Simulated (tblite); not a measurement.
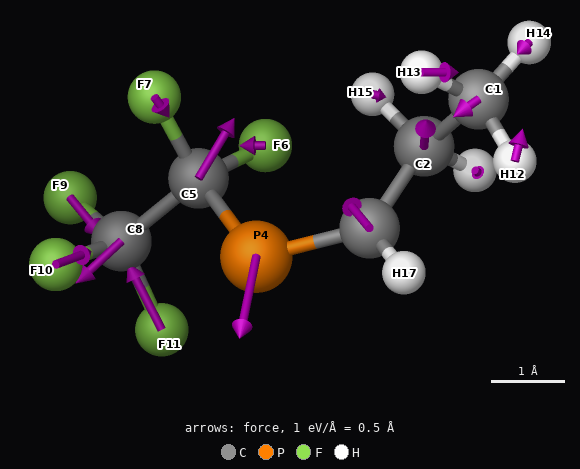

Starting geometry of C₅H₆F₅P with the computed forces as purple arrows. Style: ball-and-stick. Shown at a tilt.

All numbers below come from GFN2-xTB geometry optimisation, gas phase (tblite). 

Is this structure relaxed? If not, where do the atoms go?

It isn't relaxed: the largest force vector, on the P atom, is 3.09 eV/Å. The final displacements have little in common with the starting forces (cosine between the two patterns 0.24). Over 78 geometry steps the energy falls by 18.3 kcal/mol. The largest moves after the best rigid fit, 0.52 Å, are those of F atoms. By element the largest moves are F 0.52 Å, P 0.36 Å, H 0.32 Å, C 0.29 Å. Among the contacts that change: C–P 1.860 → 1.920 Å, C–F 1.394 → 1.337 Å, C–H 1.128 → 1.088 Å, C–F 1.354 → 1.329 Å. Bond angles that change, for instance: C–P–C 116.9° → 100.4°, C–C–P 122.2° → 132.5°, C–C–C 103.9° → 111.4°. Cost: 2.7 s on 1 thread of Intel(R) Xeon(R) Processor @ 2.50GHz (shared host).
